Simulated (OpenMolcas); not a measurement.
**One shape, several levels: C3H9Ga (trimethylgallium (TMGa))**

Wanted: a comparison of 6 runs (HF/3-21G, B3LYP/def2-SVP, BHLYP/def2-SVP, PBE/def2-SVP, revPBE/def2-SVP, CCSD(T)/def2-SVP) of C3H9Ga (trimethylgallium (TMGa)). 

The results are computed with OpenMolcas 26.06.

## Step 1: The molecule

The species is C3H9Ga (13 atoms), meant as a singlet with charge 0. SMILES: `C[Ga](C)C`. One bond was lengthened or shortened from a relaxed shape.

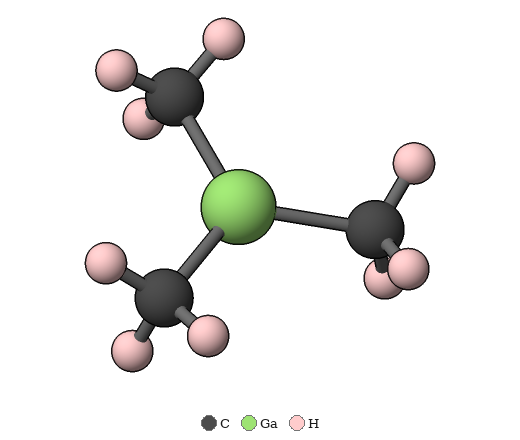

The structure, seen from a chosen angle (carbon dark grey, gallium green, hydrogen pink).

## Step 2: A single-point energy at HF/3-21G (run 1)

Input file struct.xyz:

```xyz
13

C     -0.251975     1.667358    -1.084177
Ga     0.165585    -0.010602    -0.127477
C      1.538935    -0.012422     1.293423
C     -0.850175    -1.657502    -0.527257
H      0.630615     2.300158    -1.199717
H     -0.984265     2.240218    -0.504777
H     -0.687725     1.484158    -2.068257
H      2.341785     0.697958     1.084993
H      1.972785    -1.002532     1.446303
H      1.078655     0.291158     2.240063
H     -1.183025    -1.690772    -1.566727
H     -1.882270    -1.692900     0.194460
H     -0.273325    -2.558872    -0.310627
```

Input file run.inp:

```
>>> EXPORT MOLCAS_PRINT=2
&GATEWAY
BasLib=$CurrDir
Coord=struct.xyz
Basis=3-21G
Group=NoSym
&SEWARD
&SCF
Thresholds=1e-10 1e-07 1e-07 1e-05
PrOrbitals=1 1
```

The basis set 3-21G is read from a file made from the Basis Set Exchange's data (not shown).

On the command line:

```bash
$ export MOLCAS_MEM=1860
$ pymolcas run.inp > run.log
```

Log:

```text
--- Start Module: gateway ---
[...]
--- Stop Module: gateway /rc=_RC_ALL_IS_WELL_ ---
--- Start Module: seward ---
[...]
      Basis functions           67
--- Stop Module: seward /rc=_RC_ALL_IS_WELL_ ---
[...]
--- Start Module: scf ---
[...]
       Convergence after  11 Iterations
[...]
::    Total SCF energy                              -2032.0459436286
[...]
      Total spin, S                                     0.0000000000
[...]
      Total electronic charge=   58.000000
      Total            charge=   -0.000000
[...]
      Dipole Moment (debye):
      Origin of the operator (angstrom)=    0.1551   -0.0061   -0.1166
                   X=  9.3412E-02               Y=  3.5267E-02               Z= -4.2363E-02           Total=  1.0846E-01
      Quadrupole Moment (debye*angstrom):
[...]
--- Stop Module: scf /rc=_RC_ALL_IS_WELL_ ---
[...]
```

Wall time 6.3 s (1 thread of AMD EPYC 7R43 (Zen 3), shared host); peak memory 0.41 GiB.

## Step 3: A single-point energy at B3LYP/def2-SVP (run 2)

Input file coord.xyz:

```xyz
13

C     -0.251975     1.667358    -1.084177
Ga     0.165585    -0.010602    -0.127477
C      1.538935    -0.012422     1.293423
C     -0.850175    -1.657502    -0.527257
H      0.630615     2.300158    -1.199717
H     -0.984265     2.240218    -0.504777
H     -0.687725     1.484158    -2.068257
H      2.341785     0.697958     1.084993
H      1.972785    -1.002532     1.446303
H      1.078655     0.291158     2.240063
H     -1.183025    -1.690772    -1.566727
H     -1.882270    -1.692900     0.194460
H     -0.273325    -2.558872    -0.310627
```

Input file calc.input:

```
>>> EXPORT MOLCAS_PRINT=2

&GATEWAY
  BasLib = $CurrDir
  Coord = coord.xyz
  Basis = def2-SVP
  Group = NoSym

&SEWARD
  GridInput
  Grid=UltraFine
  End of Grid

&SCF
  KSDFT = B3LYP
  Thresholds = 1e-10 1e-07 1e-07 1e-05
  PrOrbitals = 1 2
```

The basis set def2-SVP is read from a file made from the Basis Set Exchange's data (not shown).

On the command line:

```bash
$ export MOLCAS_MEM=1860
$ pymolcas calc.input > calc.log
```

Log:

```text
--- Start Module: gateway ---
[...]
--- Stop Module: gateway /rc=_RC_ALL_IS_WELL_ ---
--- Start Module: seward ---
[...]
      Basis functions          119
--- Stop Module: seward /rc=_RC_ALL_IS_WELL_ ---
[...]
--- Start Module: scf ---
[...]
       Convergence after  13 Iterations
[...]
::    Total KS-DFT energy                           -2044.3012601219
[...]
      Total spin, S                                     0.0000000000
[...]
      Total electronic charge=   58.000000
      Total            charge=   -0.000000
[...]
      Dipole Moment (debye):
      Origin of the operator (angstrom)=    0.1551   -0.0061   -0.1166
                   X=  4.7839E-02               Y=  3.5191E-02               Z= -8.8065E-03           Total=  6.0037E-02
      Quadrupole Moment (debye*angstrom):
[...]
--- Stop Module: scf /rc=_RC_ALL_IS_WELL_ ---
[...]
```

Run time: 58 s. Hardware: 1 thread of AMD EPYC 7R43 (Zen 3), shared host; peak memory 0.75 GiB.

Runs 3 to 5 aren't shown in full; the table further down has their settings and results.

## Step 4: The energy at CCSD(T)/def2-SVP (Cholesky decomposition) (run 6)

Input file mol.input:

```
&GATEWAY
BasLib = $CurrDir
BasisSet
C.def2-SVP....
C1 -0.251975 1.667358 -1.084177 angstrom
C3 1.538935 -0.012422 1.293423 angstrom
C4 -0.850175 -1.657502 -0.527257 angstrom
End of Basis
BasisSet
Ga.def2-SVP....
Ga2 0.165585 -0.010602 -0.127477 angstrom
End of Basis
BasisSet
H.def2-SVP....
H5 0.630615 2.300158 -1.199717 angstrom
H6 -0.984265 2.240218 -0.504777 angstrom
H7 -0.687725 1.484158 -2.068257 angstrom
H8 2.341785 0.697958 1.084993 angstrom
H9 1.972785 -1.002532 1.446303 angstrom
H10 1.078655 0.291158 2.240063 angstrom
H11 -1.183025 -1.690772 -1.566727 angstrom
H12 -1.882270 -1.692900 0.194460 angstrom
H13 -0.273325 -2.558872 -0.310627 angstrom
End of Basis
&SEWARD
High
&SCF
Thresholds = 1e-10 1e-07 1e-07 1e-05
PrOrbitals = 1 1
&CHCC
Frozen = 12
Threshold = 1e-08
MaxIterations = 80
&CHT3
Frozen = 12
```

The basis set def2-SVP is read from a file made from the Basis Set Exchange's data (not shown).

On the command line:

```bash
$ export MOLCAS_MEM=1860
$ pymolcas mol.input > mol.log
```

Log:

```text
--- Start Module: gateway ---
[...]
--- Stop Module: gateway /rc=_RC_ALL_IS_WELL_ ---
[...]
      Basis functions          119
[...]
       Convergence after  12 Iterations
[...]
::    Total SCF energy                              -2041.7465831578
[...]
      Total spin, S                                     0.0000000000
[...]
      Total electronic charge=   58.000000
      Total            charge=   -0.000000
[...]
      Dipole Moment (debye):
      Origin of the operator (angstrom)=    0.1551   -0.0061   -0.1166
                   X=  1.1412E-01               Y=  3.4338E-02               Z= -5.7986E-02           Total=  1.3254E-01
      Quadrupole Moment (debye*angstrom):
[...]
--- Start Module: chcc ---
[...]
--- Stop Module: chcc /rc=_RC_ALL_IS_WELL_ ---
[...]
--- Start Module: cht3 ---
[...]
--- Stop Module: cht3 /rc=_RC_ALL_IS_WELL_ ---
[...]
```

It took 18 min on 1 thread of AMD EPYC 7R43 (Zen 3), shared host; peak memory 0.33 GiB.

## Step 5: The series

```
run                                      level  integration grid  integral approximation   energy (Eh)  dipole moment (D) of the reference  HOMO energy (eV)  LUMO energy (eV)  wall time
  1                                   HF/3-21G                 –                    none  -2032.045944                                0.11            -10.19              2.39      6.3 s
  2                             B3LYP/def2-SVP         UltraFine                    none  -2044.301260                                0.06             -7.13             -0.76       58 s
  3                             BHLYP/def2-SVP         UltraFine                    none  -2044.135761                                0.08             -8.52              0.26       50 s
  4                               PBE/def2-SVP         UltraFine                    none  -2043.771151                                0.04             -6.12             -1.28       50 s
  5                            revPBE/def2-SVP         UltraFine                    none  -2044.067334                                0.05             -6.07             -1.18       56 s
  6  CCSD(T)/def2-SVP (Cholesky decomposition)                 –                 CD high  -2042.471443                                0.13            -10.36              2.36     18 min
```

## Step 6: What came out

| quantity | value |
| --- | --- |
| run 6: total energy | -2042.47144 Eh |
| run 6: dipole moment (mean-field density) | 0.13 D |
| run 6: HOMO energy (Hartree–Fock orbitals) | -10.36 eV |
| run 6: LUMO energy (Hartree–Fock orbitals) | 2.36 eV |
| run 6: HOMO–LUMO gap (Hartree–Fock orbitals) | 12.72 eV |
| run 6: correlation energy (12 core orbitals frozen) | -724.9 mEh |
| run 6: (T) correction | -21.48 mEh |

What this shows: Over runs 1, 2, 3, 4, 5 the dipole moment (its size) runs from 0.04 D (PBE/def2-SVP) to 0.11 D (HF/3-21G). The two ends differ in method and basis. Over runs 1, 2, 3, 4, 5 the HOMO–LUMO gap runs from 4.83 eV (PBE/def2-SVP) to 12.59 eV (HF/3-21G). Totals of different functionals can't be ranked against each other. All runs together took 21 min, the longest 18 min.
